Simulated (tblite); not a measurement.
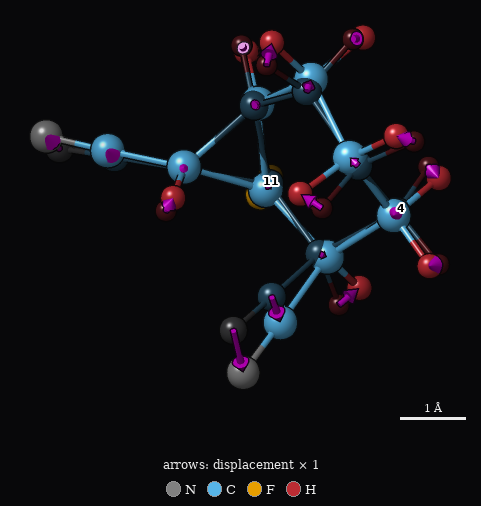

This is a relaxation of C9H9FN2. The starting structure is drawn faded, the final one solid; purple arrows show the displacements, at their true length. The two geometries are superimposed by the best rigid fit.

Style: ball-and-stick. Shown from a free direction.

All numbers below come from GFN2-xTB geometry optimisation, gas phase in tblite. 

**Atoms of which element are displaced furthest, and by how much?**

Nitrogen: up to 0.93 Å, against 0.59 Å for carbon.

**What did the optimiser do to the structure, and how much energy did it gain?**

After 90 geometry steps the energy has fallen by 18.9 kcal/mol. The atom that moves furthest after the best rigid fit is an N atom (0.93 Å). By element the largest moves are N 0.93 Å, C 0.59 Å, H 0.46 Å, F 0.32 Å. Near-neighbour distances that change, for instance: C–C 1.470 → 1.523 Å, C–H 1.135 → 1.084 Å, C–C 1.494 → 1.448 Å, C–C 1.466 → 1.421 Å. Bond angles that change, for instance: C–C–C 111.9° → 119.7°, C–C–C 113.7° → 120.7°, C–C–H 114.7° → 107.6°. Groups turn about C–C by about 25°, C–C by about 25°.
